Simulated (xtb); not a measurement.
## Run report: CH₇NOSn, geometry relaxation (part 1 of 5)

System: CH₇NOSn, SMILES C[O][SnH2][NH2].
Method: GFN2-xTB (xtb 6.7.1).

The geometry: force field.

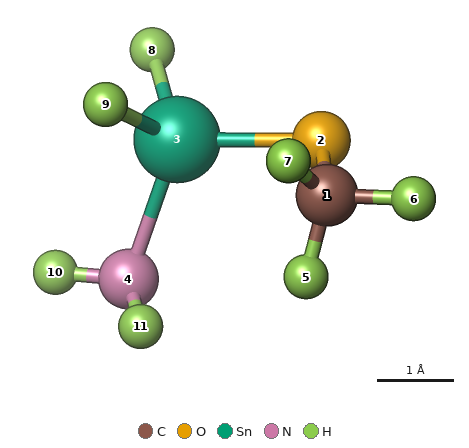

**Figure 1.** The structure as given in the input (ball-and-stick view, seen at a tilt; atoms are numbered from 1 in the order of the input). Sticks mark near contacts. Bond lengths as drawn: C–H 1.10 to 1.19 Å, C–O 1.39 Å, H–N 0.99 to 1.01 Å, H–Sn 1.72 to 1.81 Å, N–Sn 2.05 Å and O–Sn 1.97 Å.

### Input file (input.xyz)
```
11

C     -0.440000     1.672700     0.236500
O     -1.153700     0.622000     0.799700
Sn     0.013100    -0.957200     0.603300
N      0.167600    -1.551100    -1.356100
H     -0.301500     1.534900    -0.875000
H     -1.134600     2.630300     0.317200
H      0.492300     1.929200     0.759700
H     -0.524500    -2.248400     1.603300
H      1.668100    -0.521100     1.178200
H      0.743200    -2.378500    -1.375800
H      0.535500    -0.789700    -1.870500
```

Machine: 1 thread of Arm Neoverse V1, 24 GiB of memory available, shared host.

Launch command:
```bash
xtb input.xyz --ohess --json --gfn2 > run.log 2> xtb.err
```

### The program's output
```
* xtb version 6.7.1
   ID    Z sym.   atoms
    1    6 C      1
    2    8 O      2
    3   50 Sn     3
    4    7 N      4
    5    1 H      5-11

           -------------------------------------------------
          |                Calculation Setup                |
           -------------------------------------------------

          program call               : xtb input.xyz --ohess --json --gfn2
          coordinate file            : input.xyz
          omp threads                :                     1

molecular fragmentation (1/2 indicates fragments):
11111121211
# atoms in fragment 1/2:     9     2
 fragment masses (1/2) :      165.77        2.02
CMA distance (Bohr)    :   3.580
constraining FC (au)   :  0.0500

           -------------------------------------------------
          |                 G F N 2 - x T B                 |
           -------------------------------------------------

      * Hamiltonian:
        H0-scaling (s, p, d)           1.850000    2.230000    2.230000
        zeta-weighting                 0.500000
      * Dispersion:
        s8                             2.700000
        a1                             0.520000
        a2                             5.000000
        s9                             5.000000
      * Repulsion:
        kExp                           1.500000    1.000000
        rExp                           1.000000
      * Coulomb:
        alpha                          2.000000
        third order                    shell-resolved
        anisotropic                    true
        a3                             3.000000
        a5                             4.000000
        cn-shift                       1.200000
        cn-exp                         4.000000
        max-rad                        5.000000

          ...................................................
          :                      SETUP                      :
          :.................................................:
          :  # basis functions                  29          :
          :  # atomic orbitals                  28          :
          :  # shells                           16          :
          :  # electrons                        26          :
          :  max. iterations                   250          :
          :  Hamiltonian                  GFN2-xTB          :
          :  restarted?                      false          :
          :  GBSA solvation                  false          :
          :  PC potential                    false          :
          :  electronic temp.          300.0000000     K    :
          :  accuracy                    1.0000000          :
          :  -> integral cutoff          0.2500000E+02      :
          :  -> integral neglect         0.1000000E-07      :
          :  -> SCF convergence          0.1000000E-05 Eh   :
          :  -> wf. convergence          0.1000000E-03 e    :
          :  Broyden damping             0.4000000          :
          :  net charge                          0          :
          :  unpaired electrons                  0          :
          ...................................................

 iter      E             dE          RMSdq      gap      omega  full diag
   1    -13.7918431 -0.137918E+02  0.162E+01    2.81       0.0  T
   2    -13.6899055  0.101938E+00  0.179E+01    5.30       1.0  T
   3    -14.7717272 -0.108182E+01  0.738E+00    4.76       1.0  T
   4    -14.7437829  0.279443E-01  0.530E+00    4.45       1.0  T
   5    -14.8093751 -0.655923E-01  0.269E+00    3.87       1.0  T
   6    -14.8212411 -0.118659E-01  0.849E-01    4.16       1.0  T
   7    -14.8214331 -0.192064E-03  0.690E-01    4.17       1.0  T
   8    -14.8221775 -0.744339E-03  0.156E-01    4.25       1.0  T
   9    -14.8221909 -0.133973E-04  0.108E-01    4.25       1.0  T
  10    -14.8222135 -0.226169E-04  0.164E-02    4.23       1.8  T
  11    -14.8222142 -0.712585E-06  0.447E-03    4.23       6.7  T
  12    -14.8222142  0.275811E-07  0.604E-03    4.23       5.0  T
  13    -14.8222142 -0.414415E-07  0.124E-03    4.23      24.3  T
  14    -14.8222142 -0.154979E-08  0.301E-04    4.23     100.3  T
  15    -14.8222142 -0.987761E-10  0.904E-05    4.23     333.5  T

   *** convergence criteria satisfied after 15 iterations ***

         #    Occupation            Energy/Eh            Energy/eV
      -------------------------------------------------------------
         1        2.0000           -0.8140509             -22.1515
       ...           ...                  ...                  ...
         7        2.0000           -0.5241790             -14.2636
         8        2.0000           -0.5176454             -14.0858
         9        2.0000           -0.4660015             -12.6805
        10        2.0000           -0.4457754             -12.1302
        11        2.0000           -0.4275009             -11.6329
        12        2.0000           -0.4209585             -11.4549
        13        2.0000           -0.4055977             -11.0369 (HOMO)
        14                         -0.2500297              -6.8037 (LUMO)
        15                         -0.1472905              -4.0080
        16                         -0.1167428              -3.1767
        17                         -0.1134839              -3.0881
        18                         -0.0512305              -1.3941
       ...                                ...                  ...
        28                          0.6114599              16.6387
      -------------------------------------------------------------
                  HL-Gap            0.1555680 Eh            4.2332 eV
             Fermi-level           -0.3278137 Eh           -8.9203 eV

 SCC (total)                   0 d,  0 h,  0 min,  0.005 sec
 SCC setup                      ...        0 min,  0.000 sec (  1.458%)
 Dispersion                     ...        0 min,  0.000 sec (  0.846%)
 classical contributions        ...        0 min,  0.000 sec (  0.185%)
 integral evaluation            ...        0 min,  0.001 sec ( 11.560%)
 iterations                     ...        0 min,  0.003 sec ( 61.177%)
 molecular gradient             ...        0 min,  0.001 sec ( 23.294%)
 printout                       ...        0 min,  0.000 sec (  1.223%)

         :::::::::::::::::::::::::::::::::::::::::::::::::::::
         ::                     SUMMARY                     ::
         :::::::::::::::::::::::::::::::::::::::::::::::::::::
         :: total energy             -14.727750363873 Eh    ::
         :: gradient norm              0.090860598915 Eh/a0 ::
         :: HOMO-LUMO gap              4.233220705870 eV    ::
         ::.................................................::
         :: SCC energy               -14.822206430010 Eh    ::
         :: -> isotropic ES            0.031482064668 Eh    ::
         :: -> anisotropic ES          0.000730854467 Eh    ::
         :: -> anisotropic XC          0.005610240399 Eh    ::
         :: -> dispersion             -0.005733683479 Eh    ::
         :: repulsion energy           0.094456066138 Eh    ::
         :: add. restraining           0.000000000000 Eh    ::
         :: total charge              -0.000000000000 e     ::
         :::::::::::::::::::::::::::::::::::::::::::::::::::::

      -----------------------------------------------------------
     |                   =====================                   |
     |                        A N C O P T                        |
     |                   =====================                   |
     |               Approximate Normal Coordinate               |
     |                Rational Function Optimizer                |
      -----------------------------------------------------------

          ...................................................
          :                      SETUP                      :
          :.................................................:
          :   optimization level            normal          :
          :   max. optcycles                   200          :
          :   ANC micro-cycles                  20          :
          :   degrees of freedom                27          :
          :.................................................:
          :   RF solver                   davidson          :
          :   write xtbopt.log                true          :
          :   linear?                        false          :
          :   energy convergence         0.5000000E-05 Eh   :
          :   grad. convergence          0.1000000E-02 Eh/α :
          :   maximum RF displ.          1.0000000          :
          :   Hlow (freq-cutoff)         0.1000000E-01      :
          :   Hmax (freq-cutoff)         5.0000000          :
          :   S6 in model hess.         20.0000000          :
          ...................................................

generating ANC from exact Hessian ...
Using Lindh-Hessian (1995)
 Shifting diagonal of input Hessian by    9.2179935919936961E-003
 Lowest  eigenvalues of input Hessian
    0.000000    0.000000    0.000000    0.000000    0.000000    0.000000
    0.010000    0.010543    0.011015    0.011177    0.011511    0.011705
    0.012395    0.015874    0.023188    0.034010    0.038329    0.069303
 Highest eigenvalues
    0.487317    0.846217    1.035096    1.062052    1.369803    1.421537

........................................................................
.............................. CYCLE    1 ..............................
........................................................................

 iter      E             dE          RMSdq      gap      omega  full diag
   1    -14.8222142 -0.148222E+02  0.118E-05    4.23       0.0  T
   2    -14.8222142 -0.568434E-13  0.679E-06    4.23    4441.9  T
   3    -14.8222142 -0.129674E-12  0.421E-06    4.23    7169.9  T
     SCC iter.                  ...        0 min,  0.001 sec
     gradient                   ...        0 min,  0.001 sec
 * total energy  :   -14.7277504 Eh     change       -0.1393374E-10 Eh
   gradient norm :     0.0908606 Eh/α   predicted     0.0000000E+00 (-100.00%)
   displ. norm   :     0.4406518 α      lambda       -0.2176032E-01
   maximum displ.:     0.2647718 α      in ANC's #9, #15, #7, ...

........................................................................
.............................. CYCLE    2 ..............................
........................................................................

 iter      E             dE          RMSdq      gap      omega  full diag
   1    -14.8400663 -0.148401E+02  0.138E+00    4.51       0.0  T
   2    -14.8411642 -0.109787E-02  0.919E-01    4.43       1.0  T
   3    -14.8402781  0.886103E-03  0.527E-01    4.51       1.0  T
   4    -14.8414333 -0.115521E-02  0.259E-01    4.44       1.0  T
   5    -14.8415261 -0.927568E-04  0.508E-02    4.47       1.0  T
   6    -14.8415239  0.215588E-05  0.480E-02    4.47       1.0  T
   7    -14.8415278 -0.389807E-05  0.829E-03    4.46       3.6  T
   8    -14.8415279 -0.886615E-07  0.218E-03    4.46      13.8  T
   9    -14.8415279 -0.273562E-08  0.112E-03    4.46      26.9  T
  10    -14.8415279 -0.294394E-09  0.363E-04    4.46      83.0  T
  11    -14.8415279 -0.606892E-10  0.149E-04    4.46     202.0  T
     SCC iter.                  ...        0 min,  0.002 sec
     gradient                   ...        0 min,  0.001 sec
 * total energy  :   -14.7412591 Eh     change       -0.1350871E-01 Eh
   gradient norm :     0.0322256 Eh/α   predicted    -0.1299281E-01 (  -3.82%)
   displ. norm   :     0.4459252 α      lambda       -0.6194512E-02
   maximum displ.:     0.2343803 α      in ANC's #4, #6, #7, ...

........................................................................
.............................. CYCLE    3 ..............................
........................................................................

 iter      E             dE          RMSdq      gap      omega  full diag
   1    -14.8499451 -0.148499E+02  0.112E+00    4.81       0.0  T
   2    -14.8502203 -0.275139E-03  0.633E-01    4.91       1.0  T
   3    -14.8501322  0.881135E-04  0.394E-01    4.88       1.0  T
   4    -14.8501089  0.232841E-04  0.249E-01    4.93       1.0  T
   5    -14.8502778 -0.168915E-03  0.896E-02    4.91       1.0  T
   6    -14.8502893 -0.115586E-04  0.348E-02    4.91       1.0  T
   7    -14.8502914 -0.209852E-05  0.531E-03    4.91       5.7  T
   8    -14.8502914 -0.979668E-08  0.262E-03    4.91      11.5  T
   9    -14.8502914 -0.103528E-08  0.260E-04    4.91     116.1  T
  10    -14.8502914 -0.329194E-10  0.847E-05    4.91     356.0  T
     SCC iter.                  ...        0 min,  0.002 sec
     gradient                   ...        0 min,  0.001 sec
 * total energy  :   -14.7444594 Eh     change       -0.3200361E-02 Eh
   gradient norm :     0.0206574 Eh/α   predicted    -0.3713143E-02 (  16.02%)
   displ. norm   :     0.2854998 α      lambda       -0.1997613E-02
   maximum displ.:     0.1460932 α      in ANC's #9, #4, #6, ...

........................................................................
.............................. CYCLE    4 ..............................
........................................................................

 iter      E             dE          RMSdq      gap      omega  full diag
   1    -14.8498078 -0.148498E+02  0.532E-01    4.87       0.0  T
   2    -14.8498683 -0.604947E-04  0.370E-01    4.89       1.0  T
   3    -14.8498302  0.381352E-04  0.162E-01    4.87       1.0  T
   4    -14.8498422 -0.120101E-04  0.136E-01    4.89       1.0  T
   5    -14.8498889 -0.467114E-04  0.315E-02    4.88       1.0  T
   6    -14.8498892 -0.291315E-06  0.183E-02    4.88       1.6  T
   7    -14.8498895 -0.278120E-06  0.299E-03    4.88      10.1  T
   8    -14.8498895 -0.651967E-09  0.144E-03    4.88      21.0  T
   9    -14.8498895 -0.695641E-09  0.417E-04    4.88      72.3  T
  10    -14.8498895 -0.101585E-09  0.935E-05    4.88     322.6  T
     SCC iter.                  ...        0 min,  0.002 sec
     gradient                   ...        0 min,  0.001 sec
 * total energy  :   -14.7456689 Eh     change       -0.1209454E-02 Eh
   gradient norm :     0.0159421 Eh/α   predicted    -0.1080221E-02 ( -10.69%)
   displ. norm   :     0.3451319 α      lambda       -0.1245146E-02
   maximum displ.:     0.1621372 α      in ANC's #6, #3, #4, ...

........................................................................
.............................. CYCLE    5 ..............................
........................................................................
```
